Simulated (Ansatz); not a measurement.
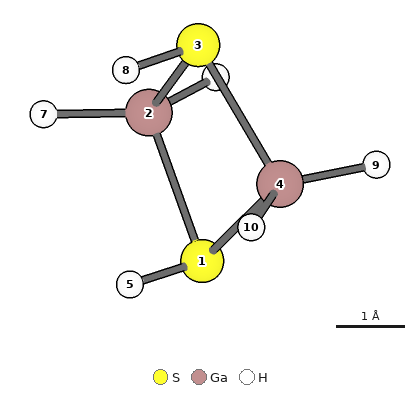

The structure (ball-and-stick view, seen at a tilt; atoms are numbered from 1 in the order of the input). Sticks mark near contacts.

## Single-point calculation of Ga2H6S2

System: Ga2H6S2.
Method: RKS PBE0-D4/def2-TZVPP (Ansatz 0.2.0).

The geometry comes from this level: PBE0-D4/def2-TZVP.

**Output**
```
Functional definition: PBE0
  name "PBE0"
  cite "Adamo & Barone, J. Chem. Phys. 110, 6158 (1999) doi:10.1063/1.478522"
  cite "Perdew, Burke & Ernzerhof, Phys. Rev. Lett. 77, 3865 (1996) doi:10.1103/PhysRevLett.77.3865"
  parent pbe
  parameter a = 0.25
  parameter kappa = 0.804
  parameter beta = 0.06672455060314922
  exchange = (1 - a)*pbe_x(kappa = kappa, mu = beta*pi^2/3) + a*exact_x
  correlation = pbe_c(beta = beta)
1810 factors; their error is unknown
mean field evaluation 1: about -126504.5697 eV, gradient 3.4e1 eV
mean field evaluation 2: about -126504.5276 eV, gradient 4.2e1 eV
mean field evaluation 4: about -126506.0208 eV, gradient 1.0e0 eV
mean field evaluation 8: about -126506.4072 eV, gradient 1.9e-1 eV
mean field -126506.40718711 eV, -4649.0247150038 hartree, gradient 9.0e-5 eV, S^2 0.000000; 0 other end points of the search recorded, 0 dependent functions left out
reference -126506.40722267 eV, -4649.0247163106 hartree; 50, 50 occupied and 214, 214 virtual orbitals, 1810 factors
Total energy: -126506.71598680 eV, -4649.0360631830 hartree
```

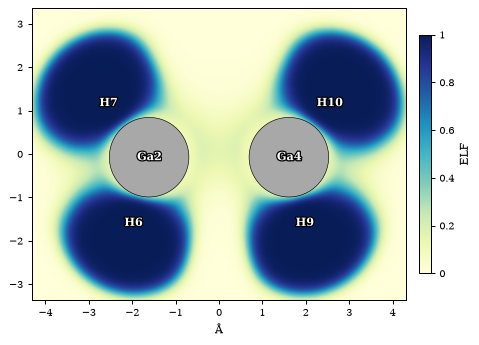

ELF on the plane of atoms H9, Ga4 and H10. Grey discs, where drawn, cover atomic cores. The section cuts through Ga and H sites. Ga–H (1.56 Å): the ELF climbs to about 1 towards the hydrogen, as it does in any bond to H.

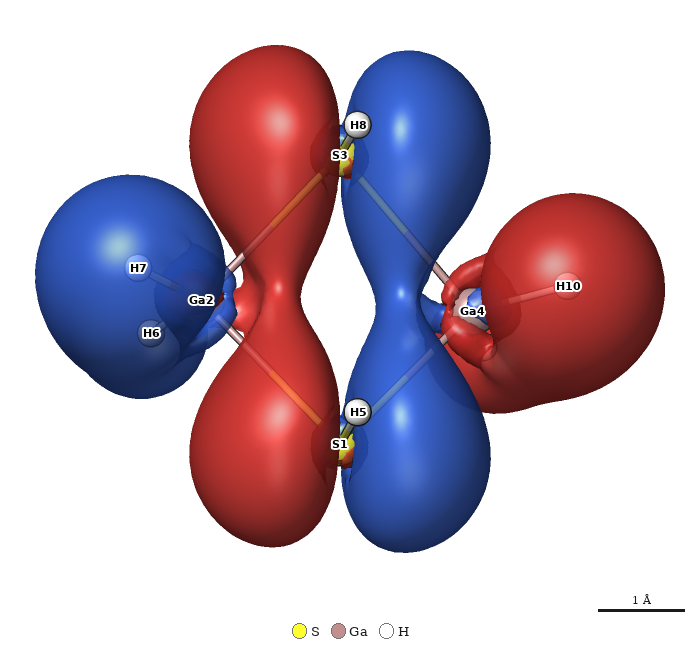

One frontier orbital at ±0.06 Å⁻³ᐟ² (red and blue are the two phases), seen at a tilt. The HOMO, at −8.08 eV. Its weight (Hirshfeld) is mainly on S1 (25 %), S3 (25 %), Ga2 (10 %), Ga4 (10 %) and H7 (10 %).

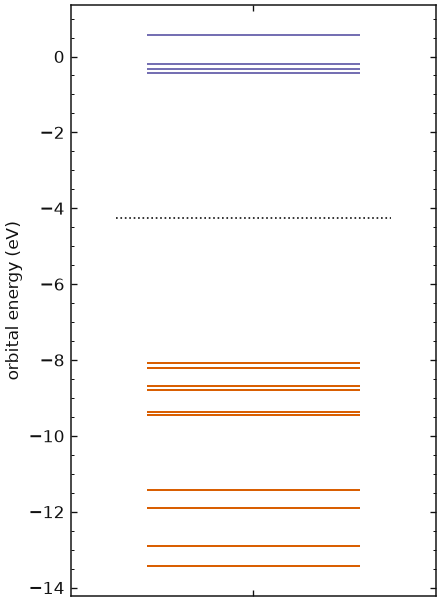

Orbital energies near the frontier; the dotted line parts filled from empty levels, and levels within 0.02 eV of each other stand side by side. Highest filled −8.08 eV, lowest empty −0.43 eV, 7.65 eV apart.

This output came from the following input.

**The input**
```yaml
crystal:
  periodic: [false, false, false]
  atoms:
    - {symbol: S, position_ang: [-0.542065, 1.329630, -1.015540]}
    - {symbol: Ga, position_ang: [0.733145, -0.687089, -1.306165]}
    - {symbol: S, position_ang: [0.474872, -1.401503, 0.974346]}
    - {symbol: Ga, position_ang: [-1.195427, 0.324527, 1.067897]}
    - {symbol: H, position_ang: [0.465206, 2.058906, -0.508101]}
    - {symbol: H, position_ang: [-0.182553, -1.634516, -2.138548]}
    - {symbol: H, position_ang: [2.226654, -0.296894, -1.533851]}
    - {symbol: H, position_ang: [1.475243, -0.653687, 1.468273]}
    - {symbol: H, position_ang: [-2.545395, -0.395112, 0.770078]}
    - {symbol: H, position_ang: [-0.826581, 1.304640, 2.224612]}
basis:
  gaussian: {orbitals: def2-TZVPP}
hamiltonian: {xc: pbe0, dispersion: d4}
output: {orbitals: {seedname: orbitals}}
```

Run as:
```bash
ansatz run in.yaml --threads 4 --pin off --events-out ev --progress --plain --max-ram 11315MiB
```

**Key numbers**

| quantity | value |
| --- | --- |
| outcome | converged |
| total energy | −126506.7160 eV |
| mean-field energy | −126506.4072 eV |
| dispersion energy | −0.3088 eV |
| SCF solution under orbital rotations | stable |
| HOMO | −8.08 eV |
| LUMO | −0.43 eV |
| hardware | 4 threads of Arm Neoverse V2, 23 GiB of memory available, shared host |
| wall time | 6 s (CPU time 21 s) |
| peak memory | 1.2 GiB |
